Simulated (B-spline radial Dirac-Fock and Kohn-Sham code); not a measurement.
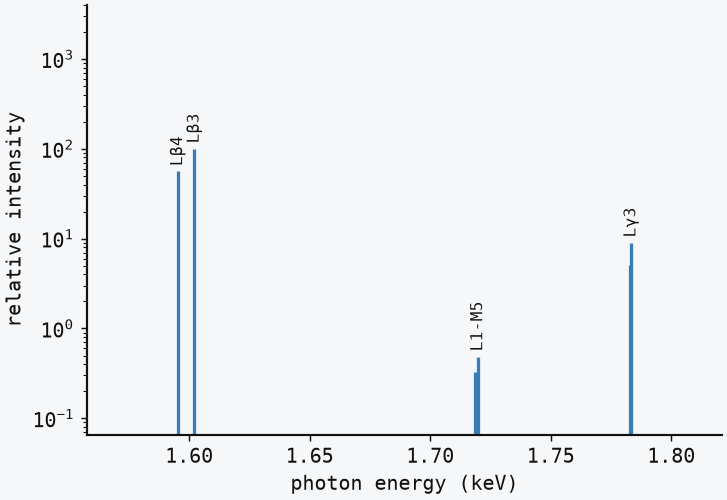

**Figure.** X-ray emission lines that fill an L1 (2s) hole, as sticks, on a logarithmic intensity axis. Species: the ion Br⁻ in the configuration [Kr], inside a Watson sphere of charge +1 and radius 1.666 Å that stands in for a crystal. Computed with a radial B-spline solver: independent-particle rates on relativistic LDA orbitals of the hole state (multipoles to L = 3), energies from Dirac–Fock ΔSCF. Widths ruled by Coster–Kronig decay come out up to twice the measured ones in this model.

What can be read from it?

The strongest line is L1-M3 (Lβ3) at 1.6022 keV with 57.7 % of the photons, then L1-M2 (Lβ4) at 1.5953 keV (32 %), L1-N3 (Lγ3) at 1.7834 keV (5.2 %), L1-N2 (Lγ2) at 1.7829 keV (2.9 %), L1-M5 at 1.7198 keV (0.28 %). The hole has a width of 8.35 eV and a fluorescence yield of 0.00181.
